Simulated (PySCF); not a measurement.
Si(F)2(GeH3)(Me), CH₆F₂GeSi, SMILES F[Si](C)(F)[GeH3], singlet, B3LYP/def2-SVP optimised geometry. Atoms within 1.6 Å of the plane z = 0.6 Å (x, y, z in Å): C1 (1.00, -0.26, 0.00), Si2 (-0.87, -0.26, 0.00), F3 (-1.39, 1.29, 0.00), Ge5 (-1.96, -1.40, 1.79), H6 (1.37, 0.29, -0.88), H7 (1.39, -1.29, -0.04), H8 (1.39, 0.23, 0.91), H9 (-3.49, -1.37, 1.60), H11 (-1.50, -2.87, 1.84).

Level of theory: B3LYP/def2-TZVP run with PySCF 2.14.0.

Map of the electrostatic potential (hartree/e), clipped to [-0.08, 0.12] on the plane z = 0.6 Å:

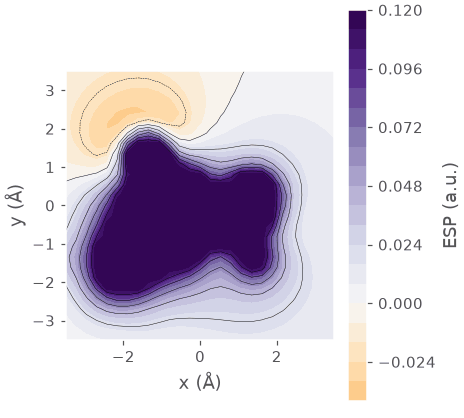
*Electrostatic potential (hartree/e), clipped to [-0.08, 0.12] on the plane z = 0.6 Å.*
